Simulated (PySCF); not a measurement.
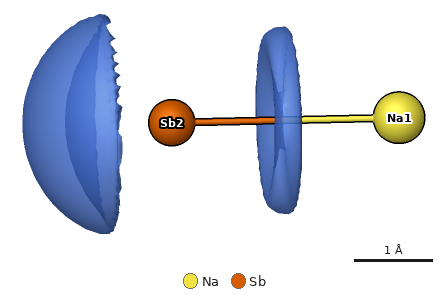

*NaSb (triplet). Isosurface of the electron localisation function at 0.8 (blue), seen from one side. Only the valence region is drawn (cores and ρ < 0.01 e/Å³ removed).*

Core potentials replace the inner electrons of Sb.

All numbers below come from PBE0/aug-cc-pVDZ(-PP), non-relativistic Hamiltonian with scalar-relativistic core potentials where named, at a bond length of 2.939 Å in PySCF.

```xyz
2

Na    0.0000    0.0000   -2.4694
Sb    0.0000    0.0000    0.4696
```

Describe the localisation domains.

Answer. At this value the surface marks out one lobe of the valence shell of Sb pointing towards Na and one lobe on Sb, pointing away from the bonds (non-bonding electrons). Along the contacts the grid gives the following. Na–Sb (2.94 Å): the ELF peaks at about 0.80 in the valence shell of Sb, 1.5 Å from its nucleus, and drops to about 0.25 between the two atoms.
